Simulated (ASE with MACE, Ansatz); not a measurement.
## W in place of Mo at several sites of Σ11 (113)[1-10] symmetric tilt boundary in Mo (88 atoms)

Aim: make W in place of Mo at several sites of Σ11 (113)[1-10] symmetric tilt boundary in Mo (88 atoms), relax each, and compare their energies.

Method: Kohn-Sham DFT, PBE, PAW (set soft_2), plane waves, in Ansatz 0.2.0.

## 1. The starting structure

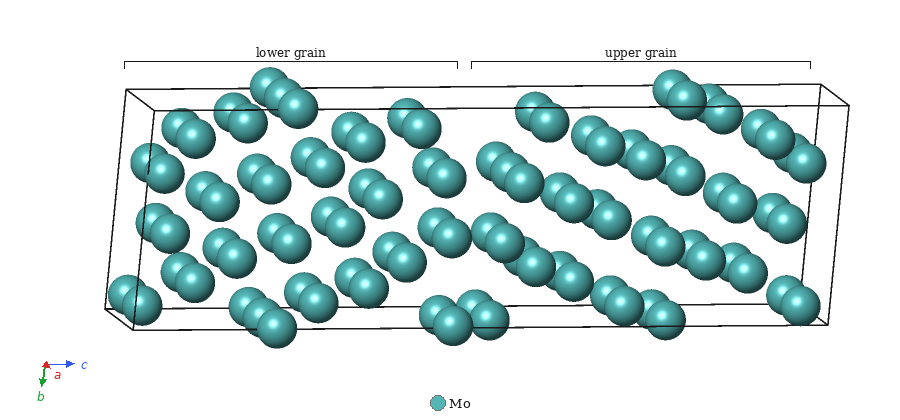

The cell as given, from the side, with the c axis across the page (molybdenum teal). Some periodic images of atoms are drawn too.

The cell holds 88 atoms: 88 Mo. Its edges and angles: a = 8.938 Å, b = 9.993 Å, c = 21.891 Å, α = 90.0°, β = 90.0°, γ = 132.1°. It derives from Mo. Two grains of Mo, one the mirror image of the other in the boundary plane, two boundaries a cell; of 6 trial joints (lateral shifts, openings, close atoms taken out) the lowest after a short relaxation with the MACE-MP-0b2 potential was kept (shift [0.5, 0.0] of the surface cell, opening 0.96 Å, one of each pair under 1.92 Å removed), then its atoms and the cell's length along the normal were relaxed with that potential. Lattice constants are starting values near those of PBE. Regions: lower grain, 44 atoms (44 Mo); upper grain, 44 atoms (44 Mo).

## 2. Single point at the start

The forces at the start show how far the geometry lies from a minimum of this functional.

Contents of input.yaml:

```yaml
crystal:
  lattice:
    - [8.93783, 0.0, 0.0]
    - [-6.70337, 7.41086, 0.0]
    - [0.0, 0.0, 21.89098]
  atoms:
    - { symbol: Mo, position: [0.46757, 0.2901, 0.01119] }
    - { symbol: Mo, position: [0.18845, 0.91794, 0.00941] }
    - { symbol: Mo, position: [0.4259, 0.56787, 0.02905] }
    - { symbol: Mo, position: [0.12421, 0.16562, 0.0661] }
    - { symbol: Mo, position: [0.35048, 0.80064, 0.07519] }
    - { symbol: Mo, position: [0.09339, 0.45786, 0.11074] }
    - { symbol: Mo, position: [0.30924, 0.07899, 0.13083] }
    - { symbol: Mo, position: [0.0411, 0.72147, 0.14561] }
    - { symbol: Mo, position: [0.2716, 0.36214, 0.175] }
    - { symbol: Mo, position: [0.4971, 0.99613, 0.19332] }
    - { symbol: Mo, position: [0.22841, 0.63788, 0.21419] }
    - { symbol: Mo, position: [0.45341, 0.27121, 0.24207] }
    - { symbol: Mo, position: [0.18471, 0.91295, 0.26293] }
    - { symbol: Mo, position: [0.41022, 0.54696, 0.28126] }
    - { symbol: Mo, position: [0.14072, 0.18763, 0.31064] }
    - { symbol: Mo, position: [0.37257, 0.8301, 0.32544] }
    - { symbol: Mo, position: [0.08843, 0.45125, 0.34553] }
    - { symbol: Mo, position: [0.33133, 0.10843, 0.38107] }
    - { symbol: Mo, position: [0.05762, 0.7435, 0.39017] }
    - { symbol: Mo, position: [0.25591, 0.34122, 0.42722] }
    - { symbol: Mo, position: [0.49338, 0.99117, 0.44686] }
    - { symbol: Mo, position: [0.21423, 0.61897, 0.44508] }
    - { symbol: Mo, position: [0.71757, 0.2901, 0.94509] }
    - { symbol: Mo, position: [0.43846, 0.91794, 0.94686] }
    - { symbol: Mo, position: [0.6759, 0.56787, 0.92723] }
    - { symbol: Mo, position: [0.37421, 0.16562, 0.89017] }
    - { symbol: Mo, position: [0.60048, 0.80064, 0.88108] }
    - { symbol: Mo, position: [0.34339, 0.45786, 0.84553] }
    - { symbol: Mo, position: [0.55925, 0.07899, 0.82544] }
    - { symbol: Mo, position: [0.2911, 0.72147, 0.81066] }
    - { symbol: Mo, position: [0.5216, 0.36214, 0.78127] }
    - { symbol: Mo, position: [0.7471, 0.99613, 0.76295] }
    - { symbol: Mo, position: [0.47841, 0.63788, 0.74208] }
    - { symbol: Mo, position: [0.70341, 0.27121, 0.7142] }
    - { symbol: Mo, position: [0.43471, 0.91295, 0.69334] }
    - { symbol: Mo, position: [0.66022, 0.54696, 0.67502] }
    - { symbol: Mo, position: [0.39072, 0.18763, 0.64563] }
    - { symbol: Mo, position: [0.62257, 0.8301, 0.63084] }
    - { symbol: Mo, position: [0.33843, 0.45124, 0.61075] }
    - { symbol: Mo, position: [0.58133, 0.10843, 0.57521] }
    - { symbol: Mo, position: [0.30762, 0.7435, 0.56611] }
    - { symbol: Mo, position: [0.50591, 0.34121, 0.52905] }
    - { symbol: Mo, position: [0.74337, 0.99117, 0.50941] }
    - { symbol: Mo, position: [0.46423, 0.61897, 0.51119] }
    - { symbol: Mo, position: [0.96757, 0.2901, 0.01119] }
    - { symbol: Mo, position: [0.68845, 0.91794, 0.00941] }
    - { symbol: Mo, position: [0.9259, 0.56787, 0.02905] }
    - { symbol: Mo, position: [0.62421, 0.16561, 0.0661] }
    - { symbol: Mo, position: [0.85048, 0.80064, 0.07519] }
    - { symbol: Mo, position: [0.59339, 0.45786, 0.11074] }
    - { symbol: Mo, position: [0.80924, 0.07899, 0.13083] }
    - { symbol: Mo, position: [0.5411, 0.72147, 0.14561] }
    - { symbol: Mo, position: [0.7716, 0.36214, 0.175] }
    - { symbol: Mo, position: [0.9971, 0.99613, 0.19332] }
    - { symbol: Mo, position: [0.72841, 0.63788, 0.21419] }
    - { symbol: Mo, position: [0.95341, 0.27121, 0.24207] }
    - { symbol: Mo, position: [0.68471, 0.91295, 0.26293] }
    - { symbol: Mo, position: [0.91022, 0.54696, 0.28126] }
    - { symbol: Mo, position: [0.64072, 0.18763, 0.31064] }
    - { symbol: Mo, position: [0.87257, 0.8301, 0.32544] }
    - { symbol: Mo, position: [0.58843, 0.45125, 0.34553] }
    - { symbol: Mo, position: [0.83133, 0.10843, 0.38107] }
    - { symbol: Mo, position: [0.55762, 0.7435, 0.39017] }
    - { symbol: Mo, position: [0.75591, 0.34122, 0.42722] }
    - { symbol: Mo, position: [0.99338, 0.99117, 0.44686] }
    - { symbol: Mo, position: [0.71423, 0.61897, 0.44508] }
    - { symbol: Mo, position: [0.21757, 0.2901, 0.94509] }
    - { symbol: Mo, position: [0.93846, 0.91794, 0.94686] }
    - { symbol: Mo, position: [0.1759, 0.56787, 0.92723] }
    - { symbol: Mo, position: [0.87421, 0.16562, 0.89017] }
    - { symbol: Mo, position: [0.10048, 0.80064, 0.88108] }
    - { symbol: Mo, position: [0.84339, 0.45786, 0.84553] }
    - { symbol: Mo, position: [0.05924, 0.07899, 0.82544] }
    - { symbol: Mo, position: [0.7911, 0.72147, 0.81066] }
    - { symbol: Mo, position: [0.0216, 0.36214, 0.78127] }
    - { symbol: Mo, position: [0.2471, 0.99613, 0.76295] }
    - { symbol: Mo, position: [0.97841, 0.63788, 0.74208] }
    - { symbol: Mo, position: [0.20341, 0.27121, 0.7142] }
    - { symbol: Mo, position: [0.93471, 0.91295, 0.69334] }
    - { symbol: Mo, position: [0.16022, 0.54696, 0.67502] }
    - { symbol: Mo, position: [0.89072, 0.18763, 0.64563] }
    - { symbol: Mo, position: [0.12257, 0.8301, 0.63084] }
    - { symbol: Mo, position: [0.83843, 0.45124, 0.61075] }
    - { symbol: Mo, position: [0.08132, 0.10843, 0.57521] }
    - { symbol: Mo, position: [0.80762, 0.7435, 0.56611] }
    - { symbol: Mo, position: [0.00591, 0.34121, 0.52905] }
    - { symbol: Mo, position: [0.24337, 0.99117, 0.50941] }
    - { symbol: Mo, position: [0.96423, 0.61897, 0.51119] }
kpoints:
  mp_grid: { grid: [2, 2, 1] }
hamiltonian:
  xc: pbe
scf:
  occupations: { method: fermi_dirac, width: 0.1 }
output:
  forces: true
```

Started as:

```bash
$ ansatz run input.yaml --threads 6 --pin off --max-ram 102400MiB --backend cuda --events-out ev --progress --plain --runs-dir out
```

Numbers of over 12 decimals in the logs are rounded to 6 here.

The program printed:

```text
Warning: the atoms were moved onto the symmetric positions of the space group found under crystal.symmetry.tolerance 1.0e-5 (fractional; no operation is sought that the atoms, as they stand in a round, miss by more than twice it, and no atom is moved by as much as it), and the run uses the moved positions. [...]
Warning: at least one further symmetry operation maps every atom of the structure, as the run holds it, onto an atom to within 2.89e-5 (fractional), and is not used: no operation is sought that the atoms, as the run holds them, miss by more than 2.00e-5, twice crystal.symmetry.tolerance (1.0e-5). [...]
Engine: ansatz 0.2.0, x86_64-unknown-linux-gnu
Pseudopotentials: kind: paw
Pseudopotential: Mo, paw, valence charge 14, recommended cutoff 420 eV (normal), Mo.paw.azcp
[... 5 lines on functional and potentials left out ...]
device memory: the entry about to start is reckoned to put 21.8 GiB on a device that reports 78.6 GiB free
GPU FFT provider: cuFFT
GPU libraries: cuBLAS 13.8.2, cuFFT 12.4.0, cuSOLVER 12.3.4
Crystal: 88 atoms, lattice volume = 1449.993 Å³
Basis set: ecut = 420 eV, 28321 PW (Γ), exchange–correlation on 120×144×300 points (8 copies of the dense FFT grid, shifted against one another)
Bands: 740, of which v1, the nominal top of the filled ones, is band 616 counted from 1 (615 counted from 0)
Symmetry: 4 space group operations
Space group: Pc (ITA 7), of the structure as read, at distance tolerance 1.1e-4 Å
k-points: 4
[... 3 lines on functional and potentials left out ...]
Initial density: superposition of atomic densities (neutral atoms: chi_scale 0, normalization atom), corrected by the library's trained network
Initial wavefunctions: pseudopotential atomic-orbital guess
GPU buffer pool allocated for 648000 grid points (all kernels)
GPU transforms: local potential and band sums: pruned to the plane-wave sphere, on 60×72×150
Functional: x = pbe(κ = 0.804, μ = 0.219515), c = pbe(β = 0.066725)
SCF iter   1: F=—  HF=-436110.542657 eV  |F-HF|=—  |Δ(HF+E_count)|=         —  Δρ=8.61e-3  dr2=7.09e0  ethr=1.77e-3  ⟨swp⟩=4.0  Hψ=9599  notcnv=0
preconditioner: auto → Kerker (q_TF=auto, 2.655 Å⁻¹)  [metal: Δε(μ)=0.019 eV  Ē_g=3.924 eV  σ=0.100 eV  W_gap=0.05  n_scr=464 (ndim 8)  ℏωp=22.4 eV  f_vac=0.000  D(μ)=73.38/eV (n_scr^D=688)]
SCF iter   2: F=—  HF=-436110.363198 eV  |F-HF|=—  |Δ(HF+E_count)|=   1.79e-1  Δρ=4.20e-3  dr2=1.90e0  ethr=5.75e-4  ⟨swp⟩=1.2  Hψ=3406  notcnv=0
SCF iter   3: F=—  HF=-436110.302815 eV  |F-HF|=—  |Δ(HF+E_count)|=   6.04e-2  Δρ=5.42e-4  dr2=2.23e-2  ethr=1.54e-4  ⟨swp⟩=1.0  Hψ=2960  notcnv=0
SCF iter   4: F=—  HF=-436110.297959 eV  |F-HF|=—  |Δ(HF+E_count)|=   4.86e-3  Δρ=1.05e-4  dr2=5.71e-4  ethr=1.81e-6  ⟨swp⟩=2.0  Hψ=3061  notcnv=0
SCF iter   5: F=—  HF=-436110.297948 eV  |F-HF|=—  |Δ(HF+E_count)|=   1.11e-5  Δρ=2.95e-5  dr2=2.95e-5  ethr=4.64e-8  ⟨swp⟩=2.0  Hψ=3984  notcnv=0
SCF iter   6: F=—  HF=-436110.302098 eV  |F-HF|=—  |Δ(HF+E_count)|=   4.15e-3  Δρ=7.46e-6  dr2=1.16e-6  ethr=2.40e-9  ⟨swp⟩=2.0  Hψ=4058  notcnv=0
SCF iter   7: F=-436110.302098 eV  HF=-436110.302098 eV  |F-HF|=3.12e-8  |Δ(HF+E_count)|=   1.57e-7  Δρ=1.77e-6  dr2=5.84e-8  ethr=8.12e-12  ⟨swp⟩=4.0  Hψ=8900  notcnv=0
SCF 1 converged in 7 iterations: F = -436110.302098 eV  dr2 = 5.84e-8
  greatest PAW one-centre occupation: 0.998 electrons in one spin orbital (limit 2), on the Mo atom at site 66 (counted from 0), in its partial waves of l = 0
SCF converged after 7 iterations
Free energy (F): -436110.302098 eV
Harris-Foulkes:  -436110.302098 eV  (|F-HF|=3.12e-8)
Internal energy: -436107.833602 eV  (E = F + TS)
E sigma→0 (E₀):  -436109.067850 eV
Entropy (-TS):   -2.468497 eV (-28.051 meV/atom)
Fermi energy:    19.725218 eV
--- Per-component energies (eV) ---
  E_band       = -6290.288312
  E_kinetic    = 38704.457851
  E_local      = -73976.794659  (includes V_loc(G=0)·N_el)
  E_nonlocal   = 12570.714561
  E_hartree    = 24585.095701
  E_xc         = -16105.438192
  E_vxc        = -20096.619588  (∫ρ·V_xc dr)
  E_paw        = -281707.513393  (= ΣΔE_a)
  E_vpaw       = -12662.242887  (= ΣTr[D̂ρ^β])
  E_aug_tail   = 0.003762  (compensation charges beyond the density's cutoff)
  E_ewald      = -140178.359232
  E_smearing   = -2.468497  (= −TS)
  E_closure    = 0.000000  (closes the sum)
  Σ components = -436110.302098   (vs F -436110.302098, Δ=0.00e0)
--- Forces (eV/Å), atoms counted from 1 ---
  atom   1  Mo    -0.03779784    -0.40725641    -0.27341065
  atom   2  Mo     0.02890696    -0.19156855     1.33489724
  atom   3  Mo     0.00205799    -0.43372947     0.26574429
  atom   4  Mo     0.01023025     0.80431680     0.08467739
  atom   5  Mo    -0.06893580     0.71081365     0.28101812
  atom   6  Mo     0.03219644    -0.56205312    -0.06567389
  atom   7  Mo    -0.00690955     0.09362440    -0.20923641
  atom   8  Mo     0.01134983     0.23788346     0.30530635
  atom   9  Mo    -0.01100097    -0.18384019    -0.28446905
  atom  10  Mo    -0.00270666     0.04624518     0.43863991
  atom  11  Mo     0.00404452     0.17841582     0.22460018
  atom  12  Mo    -0.00472311    -0.17817358    -0.22480344
  atom  13  Mo     0.00251996    -0.04583727    -0.43639370
  atom  14  Mo     0.01129402     0.18368556     0.28570766
[...]
atom  87  Mo    -0.02889615     0.19061993     1.33545102
  atom  88  Mo     0.03760207     0.40873795    -0.27477353
  max |Σ_I F_I| component: 1.08e-6 eV/Å
```

The job ended after 10 s (1 × NVIDIA H100 80GB HBM3 with 6 threads of AMD EPYC 7R13 (Zen 3), shared host; peak memory 1.4 GiB; 7.5 s of CPU time).

The column dr2 measures how far the density is from self-consistency, as an energy; F and HF (Harris–Foulkes) agree once it is small.

That memory is the host's; the program planned 21.8 GiB on the GPU.

The program notes that the atoms just miss a symmetry operation and positions were snapped to a detected symmetry.

The r.m.s. force at the start is 0.37 eV/Å.

## 3. Relaxation

With the cell held, the atoms are moved downhill towards a nearby minimum.

Contents of input.yaml:

```yaml
crystal:
  lattice:
    - [8.93783, 0.0, 0.0]
    - [-6.70337, 7.41086, 0.0]
    - [0.0, 0.0, 21.89098]
  atoms:
    [... the 88 atom lines of step 2 ...]
kpoints:
  mp_grid: { grid: [2, 2, 1] }
hamiltonian:
  xc: pbe
scf:
  occupations: { method: fermi_dirac, width: 0.1 }
output:
  forces: true
relax:
  f_tol: 0.05
  max_steps: 150
```

The program printed:

```text
[...]
GPU FFT provider: cuFFT
GPU libraries: cuBLAS 13.8.2, cuFFT 12.4.0, cuSOLVER 12.3.4
Crystal: 88 atoms, lattice volume = 1449.993 Å³
Basis set: ecut = 420 eV, 28321 PW (Γ), exchange–correlation on 120×144×300 points (8 copies of the dense FFT grid, shifted against one another)
Bands: 740, of which v1, the nominal top of the filled ones, is band 616 counted from 1 (615 counted from 0)
Symmetry: 4 space group operations
[...]
k-points: 4
[...]
GPU buffer pool allocated for 648000 grid points (all kernels)
[...]
SCF iter   1: F=—  HF=-436110.542658 eV  |F-HF|=—  |Δ(HF+E_count)|=         —  Δρ=8.61e-3  dr2=7.09e0  ethr=1.77e-3  ⟨swp⟩=4.0  Hψ=9599  notcnv=0
[...]
SCF iter   6: F=-436110.302098 eV  HF=-436110.302098 eV  |F-HF|=6.93e-7  |Δ(HF+E_count)|=   2.84e-6  Δρ=7.40e-6  dr2=1.20e-6  ethr=2.37e-9  ⟨swp⟩=2.0  Hψ=7060  notcnv=0
SCF 1 converged in 6 iterations: F = -436110.302098 eV  dr2 = 1.20e-6
[...]
relax step   1: F+E_penalty+E_count = -436110.30209769 eV  Δ(F+E_penalty+E_count) = +0.000e0 eV  max|allowed force component| = 1.335e0 eV/Å  Δτ_max = 0.0000 Å  (6 SCF iters, dr2 threshold 6.25e-5 eV, accepted)
[...]
relax step   2: F+E_penalty+E_count = -436111.86743492 eV  Δ(F+E_penalty+E_count) = -1.565e0 eV  max|allowed force component| = 8.337e-1 eV/Å  Δτ_max = 0.1946 Å  (6 SCF iters, dr2 threshold 1.00e-4 eV, accepted)
[...]
relax step   3: F+E_penalty+E_count = -436112.65369487 eV  Δ(F+E_penalty+E_count) = -7.863e-1 eV  max|allowed force component| = 1.539e-1 eV/Å  Δτ_max = 0.0961 Å  (6 SCF iters, dr2 threshold 4.34e-5 eV, accepted)
[...]
relax step   4: F+E_penalty+E_count = -436112.51510994 eV  Δ(F+E_penalty+E_count) = +1.386e-1 eV  max|allowed force component| = 6.814e-1 eV/Å  Δτ_max = 0.0574 Å  (7 SCF iters, rejected (line search))
[...]
relax step   5: F+E_penalty+E_count = -436112.69499507 eV  Δ(F+E_penalty+E_count) = -4.130e-2 eV  max|allowed force component| = 4.200e-2 eV/Å  Δτ_max = 0.0172 Å  (7 SCF iters, accepted)
SCF converged after 7 iterations
Free energy (F): -436112.694995 eV
[...]
Internal energy: -436110.437802 eV  (E = F + TS)
E sigma→0 (E₀):  -436111.566398 eV
Entropy (-TS):   -2.257194 eV (-25.650 meV/atom)
Fermi energy:    19.729661 eV
[...]
--- Forces (eV/Å), atoms counted from 1 ---
  atom   1  Mo    -0.00523708    -0.00846019     0.03699938
  atom   2  Mo     0.00131524     0.00782649     0.00330685
  atom   3  Mo    -0.00159471    -0.00541763     0.01114590
  atom   4  Mo    -0.00038664     0.00046528    -0.01306365
  atom   5  Mo    -0.00765883     0.03532662    -0.01266167
  atom   6  Mo     0.01349115    -0.04200020    -0.03741092
  atom   7  Mo     0.00199929     0.01102606    -0.00673568
  atom   8  Mo    -0.00603674     0.01151950    -0.00626436
  atom   9  Mo     0.00732997    -0.00914843     0.01433825
  atom  10  Mo    -0.00308953    -0.01436018    -0.00196434
  atom  11  Mo    -0.00365128     0.00297685     0.00501073
  atom  12  Mo     0.00363010    -0.00292266    -0.00505004
  atom  13  Mo     0.00310245     0.01434486     0.00217527
  atom  14  Mo    -0.00733014     0.00905112    -0.01438360
[...]
atom  87  Mo    -0.00132813    -0.00782105     0.00340657
  atom  88  Mo     0.00521003     0.00863984     0.03638309
  max |Σ_I F_I| component: 1.41e-6 eV/Å
--- Relaxed structure (5 steps of the walk, 4 accepted, 0 SCFs on fresh bases) ---
  F+E_penalty+E_count = -436112.69499507 eV   max|allowed force component| = 4.200e-2 eV/Å
  atoms:
    - { symbol: Mo, position: [0.458284, 0.279101, 0.00960863] }
    - { symbol: Mo, position: [0.180297, 0.907363, 0.014944] }
    - { symbol: Mo, position: [0.413679, 0.552506, 0.036679] }
    - { symbol: Mo, position: [0.131489, 0.176299, 0.067376] }
[...]
- { symbol: Mo, position: [0.973529, 0.629986, 0.509610] }
```

It took 19 s on 1 × NVIDIA H100 80GB HBM3 with 6 threads; peak memory 1.5 GiB.

That memory is the host's; the program planned 21.8 GiB on the GPU.

The relaxation converged after 5 steps, 2.39 eV below its start, with a largest force component of 0.042 eV/Å.

(Part 1 of 4 ends here.)

[Logs are printed without paths, hosts, clocks, repeated set-up lines and the standing remarks that a program may print on its own settings, such as how far it seeks lower states.]

[Hosts, paths, dates, database ids (printed as entryN), source tags and the programs' standing remarks are cut or masked in the printed files.]
